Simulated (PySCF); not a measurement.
```yaml
atoms:
  - { symbol: F, position_ang: [0.4028, 2.6189, -0.5988] }
  - { symbol: C, position_ang: [0.1770, 1.3344, -0.2400] }
  - { symbol: C, position_ang: [-0.9577, 0.9870, 0.3424] }
  - { symbol: C, position_ang: [-1.2581, -0.4306, 0.6959] }
  - { symbol: C, position_ang: [-0.2905, -1.3934, 0.0902] }
  - { symbol: C, position_ang: [0.8342, -1.0316, -0.5049] }
  - { symbol: C, position_ang: [1.2930, 0.3936, -0.5693] }
  - { symbol: F, position_ang: [2.3318, 0.5652, 0.3553] }
  - { symbol: H, position_ang: [-1.7083, 1.7326, 0.5563] }
  - { symbol: H, position_ang: [-2.2751, -0.6761, 0.3740] }
  - { symbol: H, position_ang: [-1.2438, -0.5487, 1.7859] }
  - { symbol: H, position_ang: [-0.5619, -2.4377, 0.1511] }
  - { symbol: H, position_ang: [1.5146, -1.7598, -0.9195] }
  - { symbol: H, position_ang: [1.7413, 0.6455, -1.5406] }
```

Geometry: GFN2-xTB.

These are results of PySCF 2.14.0, PBE0/pcSseg-1, SCF density, gas phase, non-relativistic, not measurements.

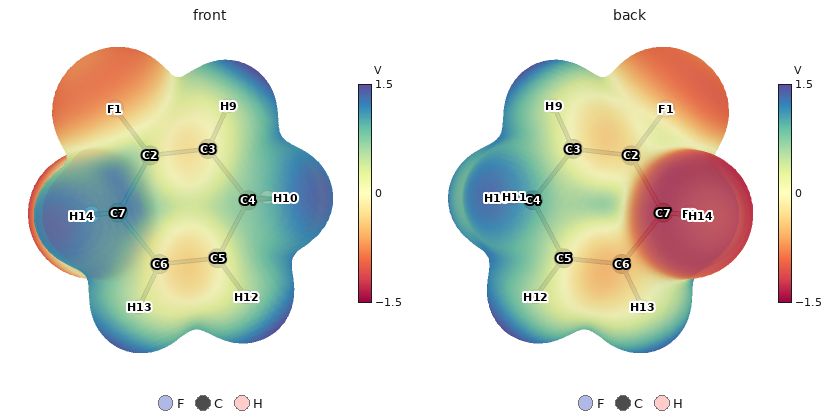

C6H6F2. The molecular electrostatic potential painted on the density surface at 0.004 e/bohr³, seen from the front and from behind; red is negative and blue positive.

Question: Which sites attract a positive test charge, and which a negative one?

Answer: A positive charge is drawn to the negative regions and a negative charge to the positive ones. The most negative region (about −1.3 V, or −30 kcal/mol for a unit charge) lies over F8, the most positive (about +1.5 V, or +35 kcal/mol for a unit charge) over H9, H10 and H12.

Question: What dipole moment does the calculation give?

Answer: Its dipole moment is 3.13 D.
